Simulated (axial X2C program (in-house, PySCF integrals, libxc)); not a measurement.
Relativistic diatomic calculation for InP⁺

- system: InP⁺, single determinant with Ω = 3/2. The distance is the PBE0 minimum at charge 1.
- method: expectation values, HF and Kohn-Sham, two-component X2C with atomic mean-field Coulomb and Gaunt terms, In dyall-cv3z, P dyall-v3z (cores contracted) (axial X2C program (in-house, PySCF integrals, libxc))

**Log**
```
two-component X2C + atomic mean field  PBE0
basis functions 175  fitting functions 942  grid points 5084
iter        total energy     max residual
   1      -6219.923390650     1.27e-05
   2      -6219.923390662     1.52e-05
   3      -6219.923390666     5.06e-06
   4      -6219.923390669     1.94e-06
   5      -6219.923390669     7.51e-07
converged
one-electron -8812.13775557  Coulomb 2645.62700915  exact exchange -45.25952603  xc functional -138.57947347  nuclear repulsion 133.75008598  atomic mean-field constant -3.32373072
```

**Expectation values by level of theory**

```tsv
quantity	PBE0	HF	BHandHLYP	LDA	PBE50
effective field for an electron dipole moment (GV/cm)	−7.64	−11.9	−8.41	−6.24	−8.93
field gradient at the first nucleus (a.u.)	−1.51	−1.43	−1.48	−1.57	−1.51
field gradient at the second nucleus (a.u.)	0.278	0.274	0.296	0.262	0.297
A∥/gI, first nucleus (MHz)	282	57.6	259	356	239
A∥/gI, second nucleus (MHz)	−79.3	−68.9	−43.7	−39.3	−77.0
```

Each column comes from one determinant, in a basis with contracted cores. The levels disagree widely: A∥/gI at the first nucleus runs from 57.6 to 356 MHz and A∥/gI at the second nucleus runs from −79.3 to −39.3 MHz. They may not all have settled in the same state, and these values aren't reliable properties of the molecule.

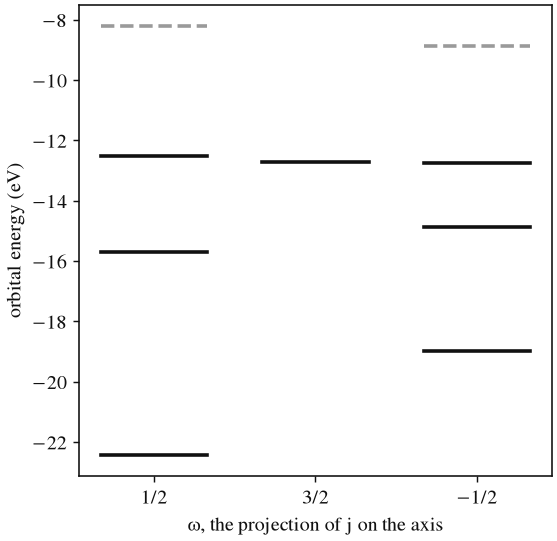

Figure 1. Orbital energies (PBE0) near the frontier at 2.91 Å, filled (solid) and empty (dashed). The highest filled spinor (1/2; 58 % P p, 20 % In s) lies at −12.53 eV, the lowest empty one (−1/2; 56 % P p, 34 % In p) at −8.87 eV.

**The input**
```
{"zs": [49, 15], "q": 1, "bas": ["dyall-cv3z", "dyall-v3z"], "r0": 2.38, "levels": ["PBE0", "HF", "BHandHLYP", "LDA", "PBE50"], "nst": 3}
```

The line is the task of a batch: nuclear charges, charge, bases, the levels to run, a first guess of the distance and further settings. This report covers the levels named above. The log is that of the reference distance, started from orbitals converged before.

The run was one of a batch that the task file lists, launched with:
```bash
python <driver script> task.json out
```

**Key numbers**

| quantity | value |
| --- | --- |
| outcome | converged; the levels of theory disagree widely |
| hardware | 1 thread of Arm Neoverse V1, 112 GiB of memory available, shared host |
| wall time | 3.6 s |
| peak memory | 0.33 GiB |
